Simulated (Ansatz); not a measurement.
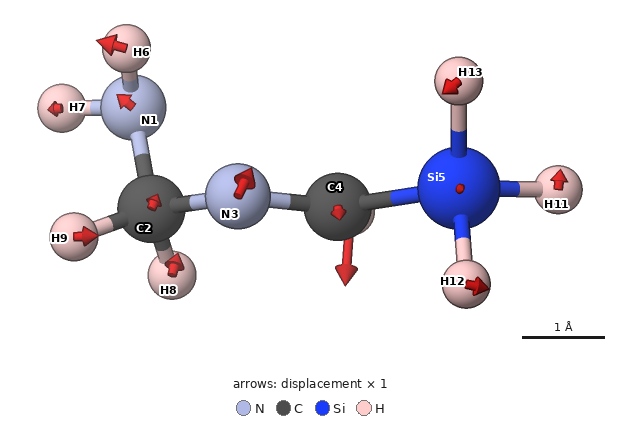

A relaxation of C₂H₈N₂Si. The starting structure is drawn; red arrows show the displacements, at their true length. The two geometries are superimposed by the best rigid fit.

The picture is a ball-and-stick view, seen at a tilt.

The run prepares an end point of a later path (hydrogen shift) calculation, from a guessed geometry.

These are results of RKS PBE0-D4/def2-SVP in Ansatz, not measurements. Settings: no spin polarisation; force threshold 0.02 eV/Å; at most 50 steps.

### Atoms of which element are displaced furthest, and by how much?

Hydrogen: up to 1.00 Å, against 0.48 Å for nitrogen.

### Describe the change and its energy.

Over 22 accepted moves (26 points after the start) the energy falls by 12.9 kcal/mol. Largest force component: 3.2 eV/Å at the start, 0.0091 eV/Å at the end. The line search rejected the trial steps at points 7, 10, 15, 17 of the run. The forces were under the threshold at step 18, but the run went on from there. The atom that moves furthest after the best rigid fit is an H atom (1.00 Å). By element the largest moves are H 1.00 Å, N 0.48 Å, C 0.22 Å, Si 0.09 Å. Near-neighbour distances that change, for instance: H–N 1.091 → 1.019 Å, C–N 1.332 → 1.269 Å, H–Si 1.546 → 1.489 Å, C–H 1.067 → 1.116 Å. Among the angles between lasting bonds that change: C–N–C 112.2° → 119.2°, C–N–H 102.7° → 109.4°, C–Si–H 115.0° → 110.0°. Groups turn about C–Si by about 50°, C–N by about 45°.
